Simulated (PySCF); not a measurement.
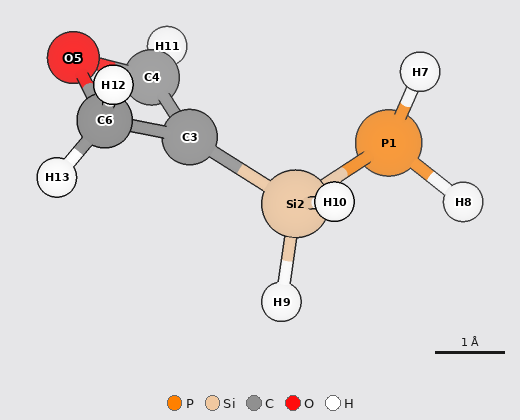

**Figure 1.** The structure (ball-and-stick view, seen at a tilt; atoms are numbered from 1 in the order of the input). Bond lengths as drawn: C–C 1.35 to 1.52 Å, C–H 1.09 to 1.10 Å, C–O 1.36 to 1.45 Å, C–Si 1.84 Å, H–P 1.43 Å, H–Si 1.50 Å and P–Si 2.27 Å.

## Two runs on C₃H₇OPSi

System: C₃H₇OPSi.
Method of run A: TDDFT PBE0/def2-SVPD, vertical, gas phase, core orbitals frozen in the response (PySCF 2.14.0).

The geometry comes from this level: PBE0-D3(BJ)/def2-SVP. Text and figures count atoms from 1; the logs count them from 0 in places.

## The input, run A
```
{"job": {"kind": "uv", "xc": "PBE0", "basis": "def2-SVPD", "ip": true}, "charge": 0, "multiplicity": 1}
P      2.534440     0.627404    -0.570275
Si     0.979116    -0.855079     0.148724
C     -0.653603    -0.053481    -0.141499
C     -1.105766     1.003728    -0.854154
O     -2.428094     0.954245    -0.547811
C     -2.104909    -0.205873     0.266186
H      2.533342     1.373821     0.647778
H      3.645161    -0.185661    -0.187168
H      1.156442    -2.109867    -0.650067
H      1.127522    -1.225330     1.591851
H     -0.709088     1.773408    -1.523101
H     -2.350678    -0.018311     1.322786
H     -2.636786    -1.095803    -0.104156
```

The first line tells a small driver script what to run in PySCF; the rest is the geometry in Å.

Command:
```bash
OMP_NUM_THREADS=1 python <driver script> task.json out
```

Hardware: 1 CPU thread, shared host.

## Output (run A)
```
coarse grid: 11936 points
cycle   1  E = -823.5793714082  dE =  6.660e-01  |g| = 4.956e-01  |ddm| = 4.495e+00
cycle   2  E = -823.5186742364  dE =  6.070e-02  |g| = 7.569e-01  |ddm| = 1.257e+00
cycle   3  E = -823.6298365535  dE = -1.112e-01  |g| = 1.018e-01  |ddm| = 6.986e-01
cycle   4  E = -823.6312761049  dE = -1.440e-03  |g| = 5.768e-02  |ddm| = 1.755e-01
cycle   5  E = -823.6320738350  dE = -7.977e-04  |g| = 1.292e-02  |ddm| = 8.121e-02
cycle   6  E = -823.6321147055  dE = -4.087e-05  |g| = 4.390e-03  |ddm| = 2.634e-02
cycle   7  E = -823.6321200480  dE = -5.343e-06  |g| = 4.898e-04  |ddm| = 7.781e-03
final grid: 106288 points
cycle   8  E = -823.7385341620  dE = -1.052e-05  |g| = 1.024e-02  |ddm| = 9.426e-02
cycle   9  E = -823.7384918521  dE =  4.231e-05  |g| = 1.793e-02  |ddm| = 2.674e-02
cycle  10  E = -823.7385548168  dE = -6.296e-05  |g| = 2.002e-03  |ddm| = 1.680e-02
cycle  11  E = -823.7385558552  dE = -1.038e-06  |g| = 2.554e-04  |ddm| = 2.884e-03
cycle  12  E = -823.7385558688  dE = -1.352e-08  |g| = 1.155e-04  |ddm| = 5.126e-04
cycle  13  E = -823.7385558723  dE = -3.488e-09  |g| = 2.098e-05  |ddm| = 2.018e-04
cycle  14  E = -823.7385558724  dE = -1.094e-10  |g| = 5.798e-06  |ddm| = 4.881e-05
converged SCF energy = -823.7385558724

Static polarisability (au): isotropic 93.638, principal 72.526 95.644 112.744

Singlet excitations
state   eV       nm        f      main configurations
  1   5.8081    213.5   0.10504   H->L 0.67, H->L+1 0.20, H->L+2 0.10
  2   6.0380    205.3   0.05312   H->L+1 0.73, H->L 0.14
  3   6.1374    202.0   0.01907   H->L+2 0.51, H-1->L 0.38
  4   6.2354    198.8   0.07141   H-1->L 0.48, H->L+2 0.22, H->L+3 0.10
  5   6.3095    196.5   0.01810   H->L+3 0.77, H->L+2 0.10
  6   6.5365    189.7   0.02031   H->L+4 0.52, H-1->L+3 0.21, H-1->L+2 0.21
  7   6.5926    188.1   0.01603   H-1->L+2 0.51, H->L+4 0.32
  8   6.6117    187.5   0.03511   H-1->L+3 0.43, H-1->L+1 0.27, H-1->L+2 0.13
  9   6.7807    182.8   0.17528   H-1->L+1 0.58, H-1->L+3 0.19, H-1->L+2 0.12
 10   7.0286    176.4   0.00580   H->L+5 0.87

Triplet excitations (Tamm-Dancoff, eV): 3.7765 5.4520 5.6215 5.8455
Vertical ionisation energy (delta-SCF) = 8.8015 eV
```

For run B the input was changed thus:
```diff
-"basis": "def2-SVPD"
-"ip": true
+"basis": "6-31G*"
```

How does run B compare with run A?

The total energy of run B is 174.0 kcal/mol lower, which measures the change of basis and not a stability. The HOMO goes from −6.91 to −6.61 eV. The LUMO goes from −0.34 to 0.01 eV. The dipole moment goes from 1.07 to 1.28 D. The strongest computed line goes from 6.78 to 6.28 eV. Diffuse functions give room to the loosely bound empty orbitals, which lowers the LUMO. The number of SCF iterations is the same. The basis functions go from 187 to 106.

## Output (run B)
```
coarse grid: 11936 points
cycle   1  E = -824.0228023114  dE =  7.217e-01  |g| = 5.260e-01  |ddm| = 3.393e+00
cycle   2  E = -823.9601497490  dE =  6.265e-02  |g| = 7.843e-01  |ddm| = 1.050e+00
cycle   3  E = -824.0804130930  dE = -1.203e-01  |g| = 1.114e-01  |ddm| = 6.295e-01
cycle   4  E = -824.0825443462  dE = -2.131e-03  |g| = 5.435e-02  |ddm| = 1.412e-01
cycle   5  E = -824.0832399068  dE = -6.956e-04  |g| = 1.438e-02  |ddm| = 5.570e-02
cycle   6  E = -824.0832938574  dE = -5.395e-05  |g| = 3.942e-03  |ddm| = 1.872e-02
cycle   7  E = -824.0832980504  dE = -4.193e-06  |g| = 5.191e-04  |ddm| = 4.699e-03
final grid: 106288 points
cycle   8  E = -824.0158727818  dE = -5.270e-06  |g| = 9.844e-03  |ddm| = 2.156e-02
cycle   9  E = -824.0158379478  dE =  3.483e-05  |g| = 1.657e-02  |ddm| = 1.939e-02
cycle  10  E = -824.0158931326  dE = -5.518e-05  |g| = 2.011e-03  |ddm| = 1.226e-02
cycle  11  E = -824.0158941887  dE = -1.056e-06  |g| = 2.605e-04  |ddm| = 2.115e-03
cycle  12  E = -824.0158942043  dE = -1.567e-08  |g| = 1.055e-04  |ddm| = 3.546e-04
cycle  13  E = -824.0158942072  dE = -2.834e-09  |g| = 1.787e-05  |ddm| = 1.138e-04
cycle  14  E = -824.0158942073  dE = -8.072e-11  |g| = 6.158e-06  |ddm| = 2.677e-05
converged SCF energy = -824.0158942073

Static polarisability (au): isotropic 78.195, principal 57.036 81.655 95.894

Singlet excitations
state   eV       nm        f      main configurations
  1   5.8046    213.6   0.08385   H->L 0.68, H->L+1 0.28
  2   6.2768    197.5   0.13604   H->L+1 0.61, H->L 0.23, H-1->L 0.12
  3   6.3955    193.9   0.00361   H->L+2 0.84
  4   6.5173    190.2   0.07827   H-1->L 0.75
  5   6.8406    181.2   0.04789   H-1->L+1 0.33, H-1->L+2 0.31, H->L+3 0.28
  6   6.8697    180.5   0.03197   H->L+3 0.54, H-1->L+1 0.16, H->L+4 0.10
  7   7.0999    174.6   0.09939   H-1->L+2 0.44, H-1->L+1 0.26, H->L+4 0.11
  8   7.1680    173.0   0.04659   H->L+4 0.68, H-1->L+1 0.09
  9   7.3388    168.9   0.01566   H-2->L 0.77, H-3->L 0.08
 10   7.6747    161.5   0.02589   H-1->L+3 0.84

Triplet excitations (Tamm-Dancoff, eV): 3.7897 5.5851 5.7326 5.8734
```

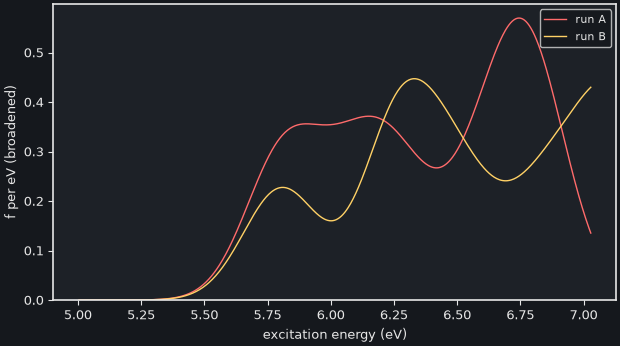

**Figure 2.** Absorption of the two runs from their computed states, each broadened by a Gaussian of 0.35 eV full width; the range ends where the shorter list of states ends.

## The two runs side by side

```csv
quantity,run A,run B
outcome,converged,converged
total energy (hartree),−823.738556,−824.015894
HOMO (eV),−6.91,−6.61
LUMO (eV),−0.34,0.01
dipole moment (D),1.07,1.28
lowest excitation (eV),5.81,5.80
SCF iterations,14,14
strongest computed line (eV),6.78,6.28
basis functions,187,106
wall time (shared host),86 s,13 s
```
